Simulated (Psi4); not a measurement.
**CH4FSi− (SMILES C[SiH-]F), run twice**

Wanted: the vertical excitations of CH4FSi−, EOM-CCSD/3-21G.

The results are computed with Psi4 1.11.

3 further runs of the same task are left out: 3 set aside as unsound or not needed.

### Step 1. Starting point

The species is CH4FSi− (7 atoms), meant as a singlet with charge -1. SMILES: `C[SiH-]F`. The coordinates come from a GFN2-xTB relaxation.

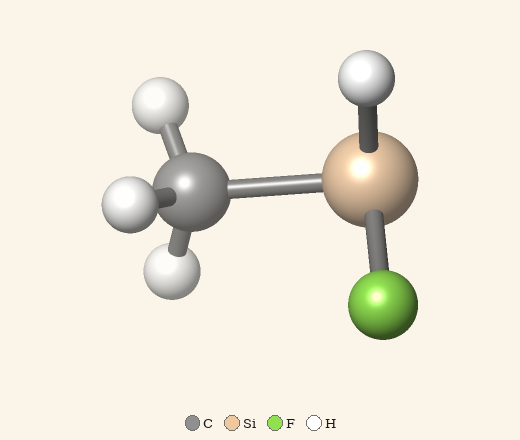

The structure, seen from a chosen angle (carbon grey, silicon light orange, fluorine green, hydrogen white).

### Step 2. The input as first written

The input, ch4fsi.xyz:

```xyz
7
CH4FSi
C     -0.619000     0.374770    -0.292140
Si     0.995600    -0.664820    -0.301260
F      0.619160    -1.743790     0.991740
H     -1.448800    -0.178770    -0.743640
H     -0.473380     1.273380    -0.902000
H     -0.956350     0.705050     0.699130
H      1.882770     0.234180     0.548170
```

The input, job.py:

```python
import psi4

psi4.set_memory('1600 MB')
psi4.set_num_threads(1)
psi4.core.set_output_file('ch4fsi.out', False)

with open('ch4fsi.xyz') as f:
    atoms = ''.join(f.readlines()[2:])
mol = psi4.geometry('-1 1\n' + atoms + 'symmetry c1')

options = {'scf_type': 'pk', 'roots_per_irrep': [2], 'maxiter': 5}
psi4.set_options(options)

e = psi4.properties("eom-ccsd/3-21G", properties=['oscillator_strength'])
print(f'total energy {e:.8f} hartree = {e * 27.211386:.5f} eV')
```

Launch:

```bash
$ python job.py
```

ch4fsi.out:

```text
=> Loading Basis Set <=

    Name: 3-21G
    Role: ORBITAL
    Keyword: BASIS

         ---------------------------------------------------------
                                   SCF
                              RHF Reference
                        1 Threads,   1525 MiB Core
         ---------------------------------------------------------

  ==> Geometry <==

    Molecular point group: c1
    Full point group: C1

    Geometry (in Angstrom), charge = -1, multiplicity = 1:

[... 69 lines left out ...]
  Minimum eigenvalue in the overlap matrix is 3.2736271974E-02.
  Reciprocal condition number of the overlap matrix is 7.8166641142E-03.
    Using symmetric orthogonalization.

  ==> Pre-Iterations <==

  SCF Guess: Superposition of Atomic Densities via on-the-fly atomic UHF (no occupation information).

   -------------------------
    Irrep   Nso     Nmo
   -------------------------
     A         39      39
   -------------------------
    Total      39      39
   -------------------------

  ==> Iterations <==

                        Total Energy        Delta E     RMS |[F,P]|

   @RHF iter SAD:  -425.25060912760193   -4.25251e+02   0.00000e+00
   @RHF iter   1:  -426.21733629465916   -9.66727e-01   1.06822e-02 DIIS/ADIIS
   @RHF iter   2:  -426.29037200527256   -7.30357e-02   5.16497e-03 DIIS/ADIIS
   @RHF iter   3:  -426.30285460432424   -1.24826e-02   5.92735e-04 DIIS/ADIIS
   @RHF iter   4:  -426.30343127823318   -5.76674e-04   2.03753e-04 DIIS/ADIIS
   @RHF iter   5:  -426.30348338586236   -5.21076e-05   5.51950e-05 DIIS

PsiException: Could not converge SCF iterations in 5 iterations.

  Failed to converge.
```

Standard output:

```text
Traceback (most recent call last):
  File "job.py", line 14, in <module>
    e = psi4.properties("eom-ccsd/3-21G", properties=['oscillator_strength'])
psi4.driver.p4util.exceptions.SCFConvergenceError: Could not converge SCF iterations in 5 iterations.
```

Run time: 2.2 s. Hardware: 1 thread of Intel Xeon 6975P-C (Granite Rapids), shared host; peak memory 0.18 GiB.

### Step 3. Reading the log

The iterations ended before the threshold was met.

The telling line is `psi4.driver.p4util.exceptions.SCFConvergenceError: Could not converge SCF iterations in 5 iterations.`. The fault: the iteration cap is too low for convergence. To mend it: iteration cap at its default in place of 5.

### Step 4. The mended input

ch4fsi.xyz is that of step 2.

The input, job.py:

```python
import psi4

psi4.set_memory('1600 MB')
psi4.set_num_threads(1)
psi4.core.set_output_file('output.dat', False)

with open('ch4fsi.xyz') as f:
    atoms = ''.join(f.readlines()[2:])
geom = psi4.geometry('-1 1\n' + atoms + 'symmetry c1')

psi4.set_options({
    'scf_type': 'pk',
    'roots_per_irrep': [2],
})

e, wfn = psi4.properties('eom-ccsd/3-21G', properties=['oscillator_strength'], return_wfn=True)
print('E =', round(e, 9))
```

Launch:

```bash
$ python job.py
```

output.dat:

```text
[...]
  Running in c1 symmetry.
[...]
  Nuclear repulsion =  103.448327172703571
[...]
  Multiplicity = 1
[...]
  Nalpha       = 17
  Nbeta        = 17
[...]
    Number of basis functions: 39
[...]
   @RHF iter   1:  -426.21733629465916   -9.66727e-01   1.06822e-02 ADIIS/DIIS
[...]
   @RHF iter  13:  -426.30348802689059    2.27374e-13   8.40365e-11 DIIS
[...]
    Orbital Energies [Eh]
    ---------------------
    Doubly Occupied:
       1A    -68.052701     2A    -25.825711     3A    -10.947233
       4A     -5.851558     5A     -3.946723     6A     -3.946092
       7A     -3.944396     8A     -1.247261     9A     -0.742869
      10A     -0.451317    11A     -0.366785    12A     -0.361129
      13A     -0.336648    14A     -0.334595    15A     -0.295565
      16A     -0.204740    17A     -0.049087
[...]
  @RHF Final Energy:  -426.30348802689059
   => Energetics <=
    Nuclear Repulsion Energy =            103.4483271727035714
    One-Electron Energy =                -805.6948089693404427
    Two-Electron Energy =                 275.9429937697462947
    Total Energy =                       -426.3034880268905908
[...]
 Multipole Moments:
 ------------------------------------------------------------------------------------
     Multipole            Electronic (a.u.)      Nuclear  (a.u.)        Total (a.u.)
 ------------------------------------------------------------------------------------
 L = 1.  Multiply by 2.5417464519 to convert [e a0] to [Debye]
 Dipole X            :          2.1104311           -2.8957647           -0.7853336
 Dipole Y            :         -5.2492938            5.5653634            0.3160696
 Dipole Z            :          1.7950065           -1.6076120            0.1873945
 Magnitude           :                                                    0.8670442
[...]
      * MP2 total energy                      = -426.570315915147148
[...]
      * CCSD total energy                     = -426.596240648402670
[...]
                     Excitation Energy              Total Energy
[...]
	                   Ground State -> Excited State Transitions
[...]
	                   Ground State -> Excited State Transitions
	                   Excitation Energy          OS       RS        RS     Einstein A
[...]
	                   Excited State -> Excited State Transitions
	                        Excitation Energy          OS       RS        RS     Einstein A
[...]
```

The script printed:

```text
E = -426.354713487
```

Wall time 9.6 s (1 thread of Intel Xeon 6975P-C (Granite Rapids), shared host); peak memory 0.32 GiB.

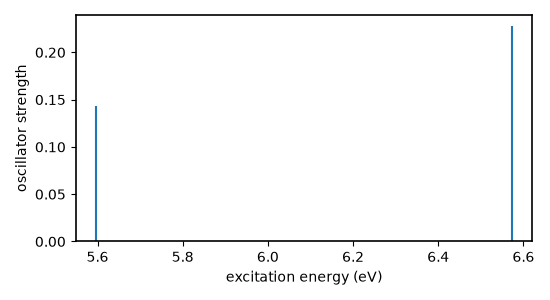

Vertical excitations as sticks.

The roots found:

```
excited state  energy (eV)  strength
            1        5.597    0.1429
            2        6.572    0.2281
```

### Step 5. Results

Level: EOM-CCSD/3-21G.

```
                                             quantity          value
                    ground-state or mean-field energy  -426.59624 Eh
                  HOMO energy (Hartree–Fock orbitals)       -1.34 eV
                  LUMO energy (Hartree–Fock orbitals)       10.48 eV
HOMO–LUMO gap (to an unbound level, set by the basis)       11.81 eV
                                        T1 diagnostic          0.008
                             lowest excitation energy        5.60 eV
```

In words: The brightest of the 2 transitions from the ground state lies at 6.57 eV (189 nm, f = 0.228); the lowest, at 5.60 eV, has f = 0.143. For an anion, states without diffuse functions may be basis-held continuum.
